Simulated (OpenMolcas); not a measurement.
# Run report: Sm²⁺, multiconfigurational calculation (part 2 of 2)

The same run, continued: Sm²⁺, among 2 point charges of −1 e at 2.67 Å, linear (D∞h), whose field is part of the energies. Method: state-averaged CASSCF, active space 6 electrons in the shell 4f, basis ANO-RCC-VDZP, DKH2 scalar Hamiltonian, spin-orbit coupling by RASSI with atomic mean-field integrals (OpenMolcas).

Log (extracts), continued:
```
--- RASSI ---
SPIN-FREE ENERGIES:
  (Shifted by EMIN (a.u.) =     -10418.6780178732)

 SF State       Relative EMIN(au)   Rel lowest level(eV)    D:o, cm**(-1)      L_eff

     1             0.0000000000        0.0000000000              0.0000         3.0
     2             0.0011431792        0.0311074904            250.8988         3.0
     3             0.0011431792        0.0311074904            250.8988         3.0
     4             0.0037476908        0.1019798623            822.5231         3.0
     5             0.0037476908        0.1019798623            822.5231         3.0
     6             0.0071117829        0.1935214715           1560.8559         3.0
     7             0.0071117829        0.1935214715           1560.8559         3.0
     8             0.1014856859        2.7615661962          22273.5335         2.0
     9             0.1016427986        2.7658414505          22308.0157         2.0
    10             0.1016427986        2.7658414505          22308.0157         2.0
    11             0.1026924195        2.7944030927          22538.3809         2.0
    12             0.1026924195        2.7944030927          22538.3809         2.0
    13             0.1158893337        3.1535094203          25434.7688         8.0
    14             0.1158893337        3.1535094203          25434.7688         8.0
    15             0.1159707342        3.1557244427          25452.6341         8.0
    16             0.1159707342        3.1557244427          25452.6341         8.0
    17             0.1160167946        3.1569778088          25462.7432         8.0
    18             0.1160167946        3.1569778088          25462.7432         8.0
    19             0.1162847980        3.1642705518          25521.5632         8.0
    20             0.1162847980        3.1642705518          25521.5632         8.0
    21             0.1163042350        3.1647994614          25525.8291         8.0
    22             0.1163042350        3.1647994614          25525.8291         8.0
    23             0.1166136914        3.1732201972          25593.7469         8.0
    24             0.1166136914        3.1732201972          25593.7469         8.0
    25             0.1169223198        3.1816184040          25661.4830         8.0
    26             0.1169223198        3.1816184040          25661.4830         8.0
    27             0.1171400499        3.1875431417          25709.2693         8.0
    28             0.1171400499        3.1875431417          25709.2693         8.0
    29             0.1172183303        3.1896732604          25726.4498         8.0
    30             0.1202776382        3.2729212694          26397.8903         4.0
    31             0.1204631034        3.2779680338          26438.5952         4.0
    32             0.1204631034        3.2779680338          26438.5952         4.0
    33             0.1211005664        3.2953142874          26578.5022         4.0
    34             0.1211005664        3.2953142874          26578.5022         4.0
    35             0.1221776809        3.3246240663          26814.9015         4.0
    36             0.1221776809        3.3246240663          26814.9015         4.0
    37             0.1232721691        3.3544066062          27055.1139         4.0
    38             0.1232721691        3.3544066062          27055.1139         4.0
    39             0.1393539918        3.7920152964          30584.6660         5.0
    40             0.1395219771        3.7965864078          30621.5345         5.0
Eigenvalues of complex Hamiltonian:
   -----------------------------------
  (Shifted by EMIN (a.u.) =     -10418.6780178732)

 SO State       Relative EMIN(au)   Rel lowest level(eV)    D:o, cm**(-1)     J-value

     1            -0.0118103699        0.0000000000              0.0000         0.7
     2            -0.0110877971        0.0196622077            158.5864         0.9
     3            -0.0110877971        0.0196622074            158.5864         0.9
     4            -0.0089808581        0.0769949377            621.0061         1.3
     5            -0.0089808581        0.0769949377            621.0061         1.3
     6            -0.0077563490        0.1103155289            889.7547         1.5
     7            -0.0066711050        0.1398465227           1127.9383         2.0
     8            -0.0066711050        0.1398465226           1127.9383         2.0
     9            -0.0054938523        0.1718811989           1386.3154         1.7
    10            -0.0054938523        0.1718811989           1386.3154         1.7
    11            -0.0050513695        0.1839217707           1483.4291         2.0
    12            -0.0042084386        0.2068590879           1668.4311         2.6
    13            -0.0042084386        0.2068590879           1668.4311         2.6
    14            -0.0031783193        0.2348900621           1894.5161         2.9
    15            -0.0031783193        0.2348900624           1894.5161         2.9
    16            -0.0025694879        0.2514572092           2028.1392         2.9
    17            -0.0005692223        0.3058872104           2467.1467         2.0
    18            -0.0005692223        0.3058872104           2467.1467         2.0
    19            -0.0004419850        0.3093495136           2495.0721         3.1
    20            -0.0004419850        0.3093495136           2495.0721         3.1
    21            -0.0001705643        0.3167352469           2554.6421         3.6
    22            -0.0001705643        0.3167352470           2554.6421         3.6
    23             0.0001034417        0.3241913299           2614.7794         3.9
    24             0.0001034417        0.3241913301           2614.7794         3.9
    25             0.0001834513        0.3263685007           2632.3395         3.9
    26             0.0032277455        0.4092079673           3300.4848         4.9
    27             0.0033088340        0.4114144978           3318.2817         4.9
    28             0.0033088340        0.4114144983           3318.2817         4.9
    29             0.0036531528        0.4207838875           3393.8509         4.6
    30             0.0036531527        0.4207838874           3393.8509         4.6
    31             0.0041977427        0.4356029345           3513.3746         4.1
    32             0.0041977427        0.4356029345           3513.3746         4.1
    33             0.0048119293        0.4523158032           3648.1730         3.3
    34             0.0048119293        0.4523158032           3648.1730         3.3
    35             0.0054360916        0.4693001251           3785.1608         2.0
    36             0.0054360916        0.4693001251           3785.1608         2.0
    37             0.0061855469        0.4896938422           3949.6472         6.0
    38             0.0066099918        0.5012435779           4042.8021         5.8
    39             0.0066099918        0.5012435782           4042.8021         5.8
    40             0.0075773578        0.5275669471           4255.1144         5.5
    41             0.0075773578        0.5275669471           4255.1144         5.5
Weights of the five most important spin-orbit-free states for each spin-orbit state.

 SO State  Total energy (au)           Spin-free states, spin, and weights
 -------------------------------------------------------------------------------------------------------
    1        -0.011810       1 3.0  0.3207    2 3.0  0.2249    3 3.0  0.2249    5 3.0  0.0821    4 3.0  0.0821
    2        -0.011088       1 3.0  0.3436    3 3.0  0.3416    2 3.0  0.1255    5 3.0  0.0735    4 3.0  0.0735
    3        -0.011088       1 3.0  0.3436    2 3.0  0.3416    3 3.0  0.1255    4 3.0  0.0735    5 3.0  0.0735
    4        -0.008981       1 3.0  0.4027    3 3.0  0.2410    2 3.0  0.2410    4 3.0  0.0614    5 3.0  0.0206
    5        -0.008981       1 3.0  0.4027    2 3.0  0.2410    3 3.0  0.2410    5 3.0  0.0614    4 3.0  0.0206
    6        -0.007756       5 3.0  0.2269    4 3.0  0.2269    3 3.0  0.1371    2 3.0  0.1371    6 3.0  0.1210
    7        -0.006671       2 3.0  0.2675    4 3.0  0.2585    5 3.0  0.2585    3 3.0  0.1111    6 3.0  0.0410
    8        -0.006671       3 3.0  0.2675    5 3.0  0.2585    4 3.0  0.2585    2 3.0  0.1111    7 3.0  0.0410
    9        -0.005494       1 3.0  0.4419    3 3.0  0.1978    2 3.0  0.1978    4 3.0  0.0651    5 3.0  0.0651
   10        -0.005494       1 3.0  0.4419    3 3.0  0.1978    2 3.0  0.1978    5 3.0  0.0651    4 3.0  0.0651
   11        -0.005051       6 3.0  0.2972    7 3.0  0.2972    1 3.0  0.1391    5 3.0  0.1056    4 3.0  0.1056
   12        -0.004208       3 3.0  0.2997    2 3.0  0.2997    4 3.0  0.1500    5 3.0  0.1225    7 3.0  0.0446
```

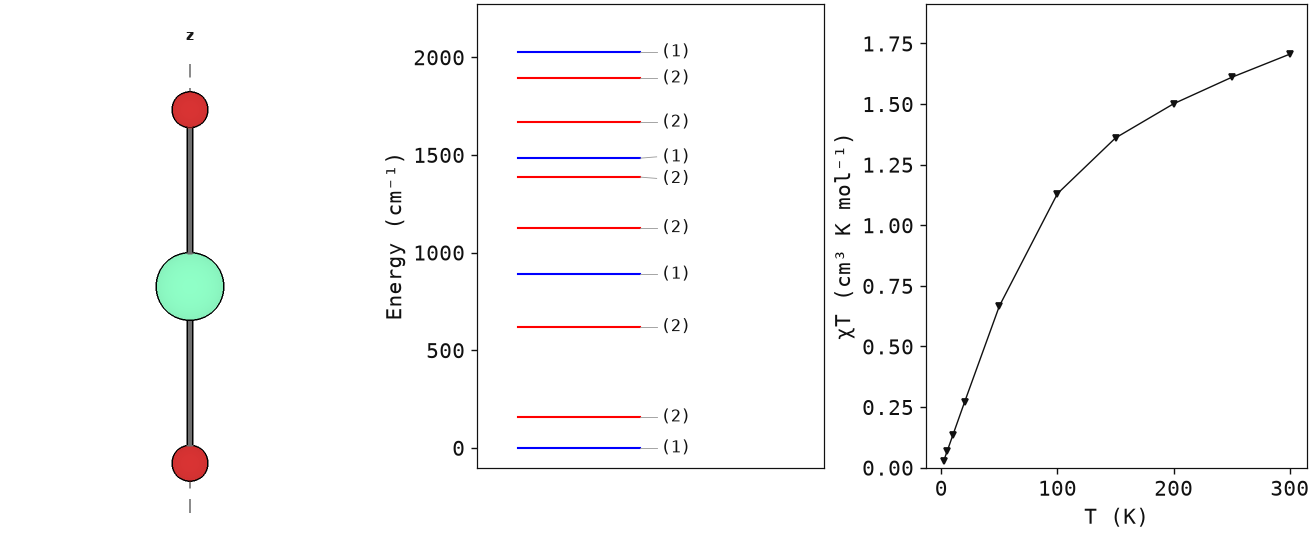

Figure 1. Sm²⁺ (4f⁶) among 2 point charges of −1 e at 2.67 Å, arranged as: linear (D∞h), with its levels and susceptibility. Labels give the representation in O, Td, D4 or D3 as the site allows (double group for half-integer spin) where it could be assigned and, in brackets, the degeneracy; spin-free states, where drawn, share the zero of the spin-orbit levels. Powder susceptibility by Van Vleck's formula. The ground level is non-degenerate, 96 % from states of spin multiplicity 7 (of the 140 states of multiplicity 5, 86 enter the spin-orbit step). The next level lies at 159 cm⁻¹. χT is 0.0270 cm³ K mol⁻¹ at 2 K and 1.71 at 300 K, an effective moment of 3.69 μB.

Input:
```
&GATEWAY
Coord
1

Sm 0.0 0.0 0.0
Basis=ANO-RCC-VDZP
Group=XYZ
NoMove
AngMom=0.0 0.0 0.0
AMFI
XField
1 Angstrom 0
0.000000 0.000000 2.670000 -1.000000
&SEWARD
&RASSCF
FileOrb=start.orb
Symmetry=1
Spin=7
nActEl=6 0 0
Inactive=15 12
Ras2=0 7
CIRoot=7 7 1
SDav=7
CIMx=300
Iter=120 100
PrWF=0.3
OrbListing=Nothing
MaxOrb=0
>>> COPY $Project.JobIph JOB001
&RASSCF
FileOrb=start.orb
Symmetry=1
Spin=5
nActEl=6 0 0
Inactive=15 12
Ras2=0 7
CIRoot=140 140 1
SDav=140
CIMx=300
Iter=120 100
PrWF=0.3
OrbListing=Nothing
MaxOrb=0
CIOnly
>>> COPY $Project.JobIph JOB002
&RASSCF
FileOrb=start.orb
Symmetry=1
Spin=3
nActEl=6 0 0
Inactive=15 12
Ras2=0 7
CIRoot=162 162 1
SDav=588
CIMx=300
Iter=120 100
PrWF=0.3
OrbListing=Nothing
MaxOrb=0
CIOnly
>>> COPY $Project.JobIph JOB003
&RASSCF
FileOrb=start.orb
Symmetry=1
Spin=1
nActEl=6 0 0
Inactive=15 12
Ras2=0 7
CIRoot=162 162 1
SDav=490
CIMx=300
Iter=120 100
PrWF=0.3
OrbListing=Nothing
MaxOrb=0
CIOnly
>>> COPY $Project.JobIph JOB004
&RASSI
NrOfJobIphs=3 7 86 77
1 2 3 4 5 6 7
1 2 3 4 5 6 7 8 9 10 11 12 13 14 15 16 17 18 19 20 21 22 23 24 25 26 27
28 29 30 31 32 33 34 35 36 37 38 39 40 41 42 43 44 45 46 47 48 49 50 51
52 53 54 55 56 57 58 59 60 61 62 63 64 65 66 67 68 69 70 71 72 73 74 75
76 77 78 79 80 81 82 83 84 85 86
1 2 3 4 5 6 7 8 9 10 11 12 13 14 15 16 17 18 19 20 21 22 23 24 25 26 27
28 29 30 31 32 33 34 35 36 37 38 39 40 41 42 43 44 45 46 47 48 49 50 51
52 53 54 55 56 57 58 59 60 61 62 63 64 65 66 67 68 69 70 71 72 73 74 75
76 77
IphNames
JOB001
JOB002
JOB003
EJob
SpinOrbit
DIPRint=1.0
SOCoupling=1000.0
Subsets=2
Property=9
'ANGMOM' 1 'ANGMOM' 2 'ANGMOM' 3 'MLTPL  1' 1 'MLTPL  1' 2 'MLTPL  1' 3
'AMFI' 1 'AMFI' 2 'AMFI' 3
SOProperty=3
'ANGMOM' 1 'ANGMOM' 2 'ANGMOM' 3
```

The file start.orb holds starting orbitals from an earlier step. A driver script formed the levels outside the program, from RASSI's spin-orbit matrix and the active-space energies, averaged over the components of each term or state.

Command:
```bash
OMP_NUM_THREADS=1 MOLCAS_MEM=2252 MOLCAS_PROJECT=a pymolcas a.inp > a.log  # once for each step of the input, in one work folder
```

Results in brief:

```
                                 quantity                      value
                                  outcome                  converged
      energy of the lowest spin-free term       −10418.67802 hartree
    energy of the lowest spin-orbit level       −10418.68983 hartree
largest spread among components of a term                   0.3 cm⁻¹
                                 hardware  1 CPU thread, shared host
                                wall time                       89 s
```

Remarks:

Without dynamic correlation the splittings between terms come out too large, often by 20 to 50 %. Caveats: high states of lower spin left out of the spin-orbit mixing; point charges have no covalency; spin-free states above about 44,000 cm⁻¹ are left out of the spin-orbit step.
